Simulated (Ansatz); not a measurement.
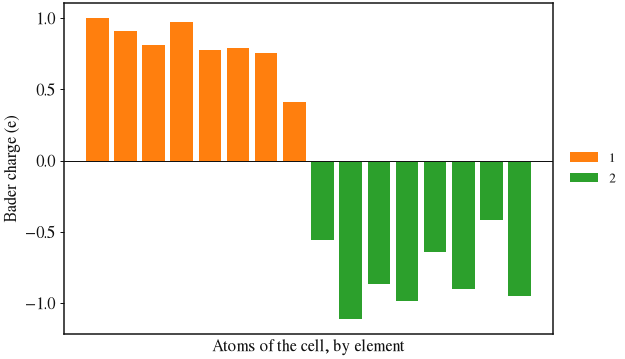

Bader charges of the atoms (positive: electrons lost).

System: YHg (amorphous cell), 16 atoms in the cell.

Level of theory: DFT with RPBE, PAW plane waves, no spin polarisation, 3×3×3 k mesh, 420 eV cutoff, cold smearing of 0.21 eV; code Ansatz.

> Which number is which element?

1 is Y; 2 is Hg. The Bader charges are Y from +0.41 to +1.00 e and Hg from −1.11 to −0.42 e.

The atoms aren't at rest in this cell (largest force 4.7 eV/Å), so the relaxed material can differ. Spin-orbit coupling is left out, which matters for Hg.
